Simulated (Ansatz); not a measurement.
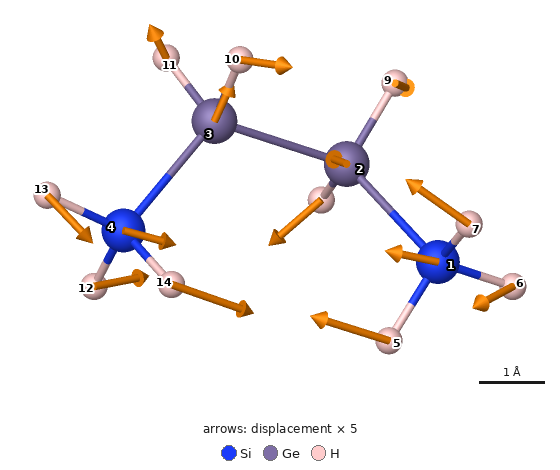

A relaxation of Ge2Si2H10. The starting structure is drawn; orange arrows show the displacements, magnified 5 times. The two geometries are superimposed by the best rigid fit.

The picture is a ball-and-stick view, seen at a tilt.

The start comes from GFN2-xTB.

All numbers below come from RKS PBE0-D4/def2-TZVP in Ansatz.

Input
```yaml
crystal:
  periodic: [false, false, false]
  atoms:
    - {symbol: Si, position_ang: [-1.901840, 1.724510, -0.447790]}
    - {symbol: Ge, position_ang: [-0.379420, 0.992340, 1.173870]}
    - {symbol: Ge, position_ang: [1.473750, -0.363450, 0.451260]}
    - {symbol: Si, position_ang: [1.011290, -2.235930, -0.874800]}
    - {symbol: H, position_ang: [-2.440230, 0.566630, -1.167310]}
    - {symbol: H, position_ang: [-3.017770, 2.463980, 0.139580]}
    - {symbol: H, position_ang: [-1.230920, 2.587340, -1.422060]}
    - {symbol: H, position_ang: [-1.104430, 0.206730, 2.253330]}
    - {symbol: H, position_ang: [0.150960, 2.139130, 2.015320]}
    - {symbol: H, position_ang: [2.440670, 0.561780, -0.267780]}
    - {symbol: H, position_ang: [2.321100, -0.717980, 1.659870]}
    - {symbol: H, position_ang: [0.149870, -3.173160, -0.151280]}
    - {symbol: H, position_ang: [2.227980, -2.938740, -1.278280]}
    - {symbol: H, position_ang: [0.298980, -1.813180, -2.083920]}
basis:
  gaussian: {orbitals: def2-TZVP}
hamiltonian: {xc: pbe0, dispersion: d4}
relax: {f_tol: 0.005, max_steps: 150}
```

Launched with:
```bash
ansatz run in.yaml --threads 4 --pin off --events-out ev --progress --plain --max-ram 11315MiB
```

Question: Describe the change and its energy.

Answer: Over 11 geometry steps the energy falls by 0.165 eV. Largest force component: 0.47 eV/Å at the start, 0.0037 eV/Å at the end. The forces were under the threshold at step 7, but the run went on from there. H14 moves most after the best rigid fit: 0.31 Å. Largest moves by element: H 0.31 Å, Si 0.18 Å, Ge 0.15 Å. Some distances before and after: Ge3–Si4 2.341 → 2.378 Å, Si1–H6 1.462 → 1.487 Å, Si1–H5 1.466 → 1.487 Å, Ge2–H8 1.519 → 1.541 Å. Bond angles that change, for instance: H8–Ge2–H9 99.4° → 107.8°, Si1–Ge2–Ge3 118.0° → 110.0°. The run took 65 s on 4 threads of Arm Neoverse V2 (shared host).
